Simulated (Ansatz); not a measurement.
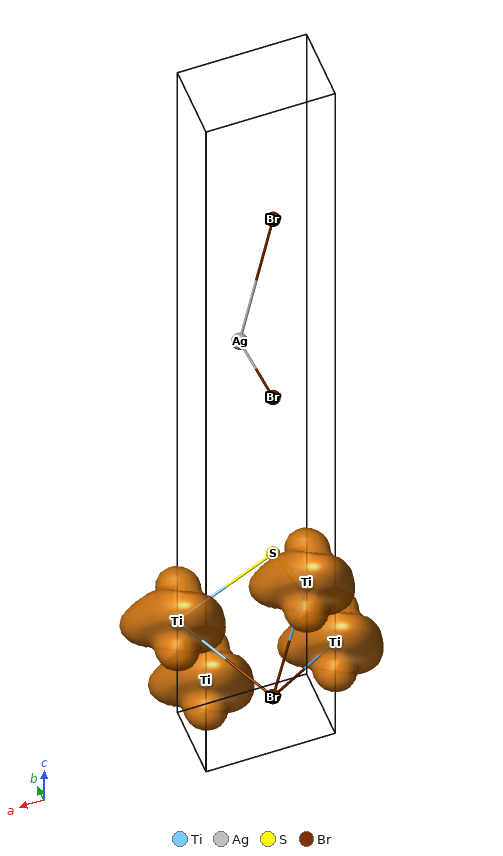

*TiAgSBr3. Isosurfaces of the spin density (up minus down) at +0.05 (orange) and −0.05 e/Å³ (purple), seen at an oblique angle. Sticks mark near contacts.*

Space group P3m1; a structure generated by program, which may or may not match a known phase; spin-polarised.

The calculation used Ansatz 0.2.0, DFT PBE+D3(BJ), scalar-relativistic, plane waves, PAW.

Core electrons are frozen (PAW), and the valence fields are smoothed inside the atomic spheres.

```
Ti Ag S Br
1.0
     3.45116    0.00000    0.00000
    -1.72558    2.98879    0.00000
     0.00000    0.00000   14.06356
Ti Ag S Br
1 1 1 3
Cartesian
  0.0000 0.0000 2.0131
  1.7256 0.9963 8.7473
  0.0000 1.9925 3.3700
  0.0000 1.9925 0.2183
  0.0000 1.9925 6.7952
  0.0000 1.9925 10.7125
```

Question: Describe the spin distribution.

Answer: The spin density sits on Ti: +0.5 μB in one cell of 6 atoms: parallel moments, as they must be, since the calculation's own cell holds one magnetic site. The cell of the calculation (6 atoms) carries 0.9 μB of net spin moment. Only one sign reaches the isovalue.
